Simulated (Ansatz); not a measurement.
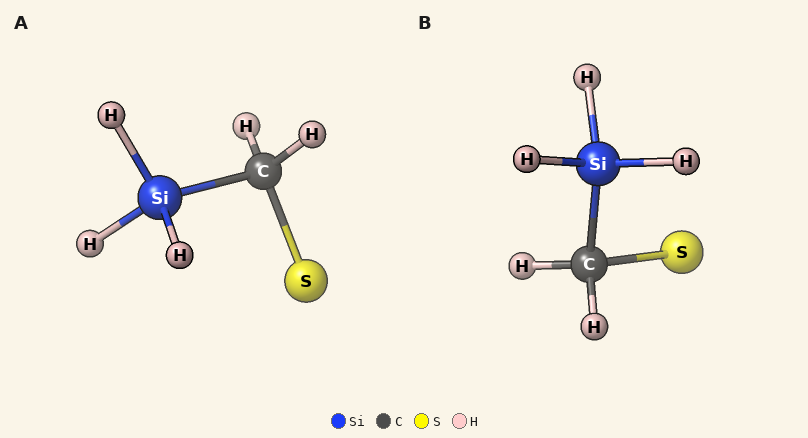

Depth is shown by fading: the farther an atom, the more it takes the colour of the background. State: charge −1, singlet. The geometry was computed by an optimisation with PBE-D4/def2-SVPD. No frequency run is at hand to confirm it as a minimum.

Q: Can A be turned into B by a rotation alone?

A: Yes. They are the same structure, CH5SSi (charge −1), seen from two directions. With point group Cs it is achiral, so its mirror image would be the same too.
